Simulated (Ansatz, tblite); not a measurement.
# Ge13H20 off sphere (Ge13H20): one state, many levels

How do method and basis change the picture of Ge13H20 off sphere (Ge13H20) (singlet)?

The runs use Ansatz 0.2.0, Gaussian basis; as each input shows.

Levels to be run: GFN1-xTB, GFN2-xTB, PBE-D4/def2-TZVP, r2SCAN-D4/def2-TZVP, BHLYP-D4/def2-TZVP, B97M-V/def2-TZVP, PBE-D4/def2-SVP, PBE0-D4/def2-SVP, HF/STO-3G, MP2/def2-SVP, RPA/def2-SVP.

### Step 1. The relaxed structure

The singlet was relaxed beforehand with PBE-D4/def2-SVP.

33 atoms, charge 0, spin multiplicity 1.

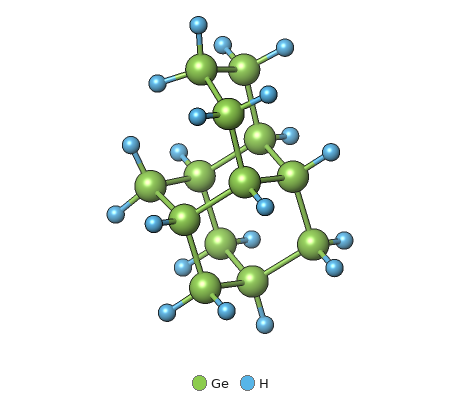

The structure; germanium green, hydrogen blue.

PBE0-D4/def2-TZVP was run before; its log isn't repeated, and its numbers join the tables.

### Step 2. GFN1-xTB

Tight binding, by tblite at 300 K electronic temperature and without a spin-polarisation term:

```python
tblite.interface.Calculator('GFN1-xTB', numbers, positions, charge=0, uhf=0).singlepoint()
```

Energy -888.0090 eV, HOMO -11.73 eV, LUMO -8.62 eV; 0.16 s.

### Step 3. GFN2-xTB

Tight binding, by tblite at 300 K electronic temperature and without a spin-polarisation term:

```python
tblite.interface.Calculator('GFN2-xTB', numbers, positions, charge=0, uhf=0).singlepoint()
```

Energy -963.0823 eV, HOMO -10.11 eV, LUMO -5.94 eV; 0.15 s.

### Step 4. PBE-D4/def2-TZVP

start.molden holds the orbitals of an earlier run on this state, given as this run's starting guess.

The input, in.yaml:

```yaml
crystal:
  periodic: [false, false, false]
  atoms:
    - {symbol: Ge, position_ang: [0.684453, -3.528166, 0.548871]}
    - {symbol: Ge, position_ang: [-2.352144, 2.354179, -2.240860]}
    - {symbol: Ge, position_ang: [0.835282, -0.837266, -2.334811]}
    - {symbol: Ge, position_ang: [-2.116569, -0.695315, 0.436103]}
    - {symbol: Ge, position_ang: [0.675452, -0.677232, 3.329517]}
    - {symbol: Ge, position_ang: [0.694206, 2.115687, 0.436858]}
    - {symbol: Ge, position_ang: [3.527940, -0.680946, 0.548547]}
    - {symbol: Ge, position_ang: [-3.592159, 0.724684, -0.904999]}
    - {symbol: Ge, position_ang: [-0.687598, -2.138622, -0.930636]}
    - {symbol: Ge, position_ang: [2.103990, -2.102213, 1.944666]}
    - {symbol: Ge, position_ang: [-0.724988, 3.593889, -0.902003]}
    - {symbol: Ge, position_ang: [2.136137, 0.687444, -0.932126]}
    - {symbol: Ge, position_ang: [-0.712789, 0.711420, 1.868375]}
    - {symbol: H, position_ang: [1.568142, -4.489117, -0.301800]}
    - {symbol: H, position_ang: [-0.228779, -4.400490, 1.461073]}
    - {symbol: H, position_ang: [-3.356212, 3.357746, -2.882018]}
    - {symbol: H, position_ang: [-1.615754, 1.619559, -3.396968]}
    - {symbol: H, position_ang: [1.818367, -1.819766, -3.040074]}
    - {symbol: H, position_ang: [0.060675, -0.063631, -3.440115]}
    - {symbol: H, position_ang: [-2.997411, -1.614416, 1.342158]}
    - {symbol: H, position_ang: [-0.231850, -1.553796, 4.244106]}
    - {symbol: H, position_ang: [1.548957, 0.229523, 4.247531]}
    - {symbol: H, position_ang: [1.614823, 2.994324, 1.343528]}
    - {symbol: H, position_ang: [4.491626, -1.563478, -0.300188]}
    - {symbol: H, position_ang: [4.397357, 0.235179, 1.460631]}
    - {symbol: H, position_ang: [-4.485875, -0.150542, -1.834163]}
    - {symbol: H, position_ang: [-4.536041, 1.497220, 0.065048]}
    - {symbol: H, position_ang: [-1.579714, -3.051059, -1.829744]}
    - {symbol: H, position_ang: [2.998140, -2.995071, 2.860538]}
    - {symbol: H, position_ang: [0.150751, 4.489415, -1.828912]}
    - {symbol: H, position_ang: [-1.498795, 4.535696, 0.068990]}
    - {symbol: H, position_ang: [3.046879, 1.580291, -1.832237]}
    - {symbol: H, position_ang: [-1.636499, 1.634871, 2.725126]}
basis:
  gaussian: {orbitals: def2-TZVP, fitting: {mean_field: def2-universal-jkfit}, initial_orbitals: start.molden}
hamiltonian: {xc: pbe, dispersion: d4}
scf: {omitted_lower_state_checks: [starts]}
output: {orbitals: {seedname: orbitals}}
```

Launch:

```console
$ ansatz run in.yaml --threads 4 --pin off --events-out ev --progress --plain --max-ram 66560MiB --backend cuda --devices 0, --max-vram 37GiB
```

The runs that follow: r2SCAN-D4/def2-TZVP; BHLYP-D4/def2-TZVP; B97M-V/def2-TZVP; PBE-D4/def2-SVP; PBE0-D4/def2-SVP; HF/STO-3G; MP2/def2-SVP; RPA/def2-SVP.

Before running them: what should the planned runs give, taken together? Wanted: gap in def2-TZVP, named functionals, smallest and largest; correlation energy, MP2/def2-SVP; binding an atom, functionals in def2-TZVP; PBE0 total energy, smallest basis above largest.

The runs gave:

```
                                                 quantity                                 value
gap in def2-TZVP, named functionals, smallest and largest  4.57 eV (PBE-D4), 7.86 eV (BHLYP-D4)
                         correlation energy, MP2/def2-SVP                             -81.96 eV
                binding an atom, functionals in def2-TZVP   2.83 (BHLYP-D4) to 2.91 eV (B97M-V)
          PBE0 total energy, smallest basis above largest        92.39 eV (def2-SVP, def2-TZVP)
```

**Reading.** Orbital gaps of the named functionals in def2-TZVP span 4.57 eV (PBE-D4) to 7.86 eV (BHLYP-D4); exact exchange widens it.
